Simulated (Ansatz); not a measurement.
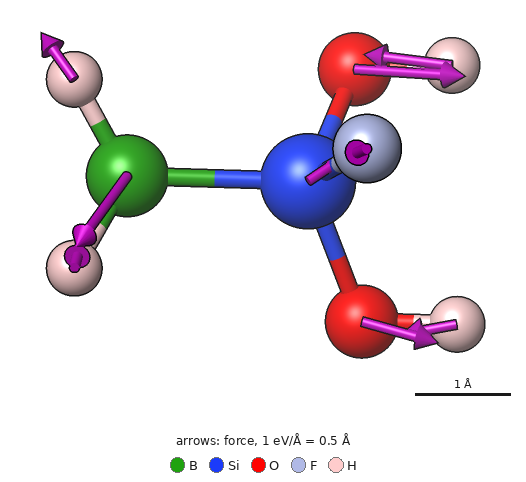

Starting geometry of BSiH4O2F (coarse preliminary run) with the computed forces as purple arrows. Style: ball-and-stick. Shown at a tilt.

The start comes from a force field.

Computed with RKS PBE-D4/def2-SVP in Ansatz.

Input
```yaml
crystal:
  periodic: [false, false, false]
  atoms:
    - {symbol: B, position_ang: [-0.552800, 0.202800, -1.572300]}
    - {symbol: Si, position_ang: [0.120800, 0.050700, 0.202700]}
    - {symbol: O, position_ang: [1.046600, -1.369500, 0.264000]}
    - {symbol: O, position_ang: [-1.090400, -0.046000, 1.328200]}
    - {symbol: F, position_ang: [1.082800, 1.387500, 0.549100]}
    - {symbol: H, position_ang: [-1.468900, 1.049700, -1.741100]}
    - {symbol: H, position_ang: [0.163000, 0.095900, -2.489600]}
    - {symbol: H, position_ang: [1.505000, -1.349400, 1.182700]}
    - {symbol: H, position_ang: [-0.717600, -0.067900, 2.259200]}
basis:
  gaussian: {orbitals: def2-SVP}
hamiltonian: {xc: pbe, dispersion: d4}
relax: {f_tol: 0.03, max_steps: 200}
```

Command:
```bash
ansatz run in.yaml --threads 2 --pin off --events-out ev --progress --plain --max-ram 4352MiB
```

Q: What follows when this structure is relaxed?

A: It isn't relaxed: the largest force vector, on B1, is 2.88 eV/Å. The final displacements have little in common with the starting forces (cosine between the two patterns 0.14). Over 27 accepted moves (30 points after the start) the energy falls by 13.0 kcal/mol. Largest force component: 2.6 eV/Å at the start, 0.028 eV/Å at the end. The line search rejected the trial steps at points 15, 17, 25 of the run. The forces were under the threshold at step 8, but the run went on from there. The largest move after the best rigid fit is that of H7, 1.03 Å. By element the largest moves are H 1.03 Å, O 0.30 Å, F 0.20 Å, B 0.17 Å, Si 0.14 Å. Near-neighbour distances that change, for instance: B1–Si2 1.905 → 2.001 Å, O3–H8 1.027 → 0.973 Å, B1–H7 1.168 → 1.214 Å, B1–H6 1.259 → 1.214 Å. Among the angles between lasting bonds that change: Si2–O3–H8 105.0° → 114.6°, B1–Si2–O3 107.1° → 115.8°, B1–Si2–O4 112.3° → 104.1°. Groups turn about Si2–O3 by about 45°, Si2–O4 by about 45°.
